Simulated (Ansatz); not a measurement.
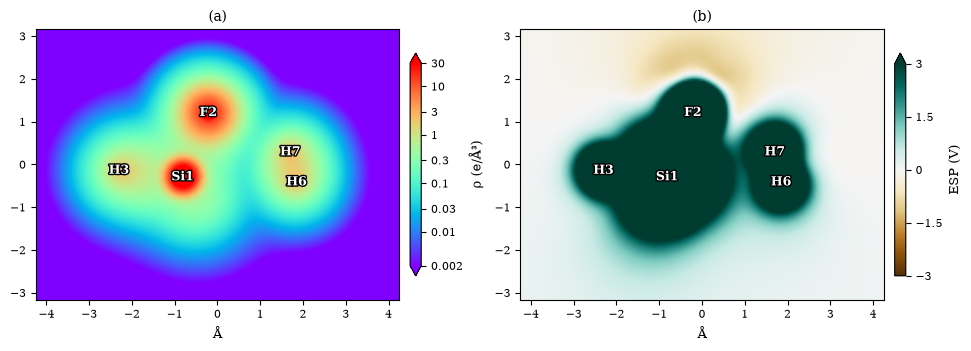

*FH₃Si···H₂. (a) electron density; (b) electrostatic potential on the plane of atoms F2, Si1 and H3.*

Not at a stationary point (largest force 1.8 eV/Å).

These are results of Ansatz, RKS PBE0-D4/def2-SVP, not measurements.

```yaml
atoms:
  - { symbol: Si, position_ang: [0.2146, 0.0000, -0.0254] }
  - { symbol: F, position_ang: [0.2799, 0.0000, 1.5856] }
  - { symbol: H, position_ang: [1.6326, 0.0000, -0.5021] }
  - { symbol: H, position_ang: [-0.4731, 1.2292, -0.5123] }
  - { symbol: H, position_ang: [-0.4731, -1.2292, -0.5123] }
  - { symbol: H, position_ang: [-2.2681, 0.0000, 0.9482] }
  - { symbol: H, position_ang: [-1.8470, 0.0000, 1.5298] }
```

Read the bonding off the picture.

- Atoms in the plane: Si, F and H.
- Si1···H7 (2.58 Å): the density falls to about 0.1 e/Å³ on the way.
- Si–F (1.61 Å): the density is about 1 e/Å³ at the midpoint.
- H–H (0.72 Å): ρ is about 1.8 e/Å³ halfway.
- Si–H (1.50 Å): ρ at the midpoint is about 0.78 e/Å³.
- Outside the dense part of the complex the potential is most negative (−1.1 V) near F2.
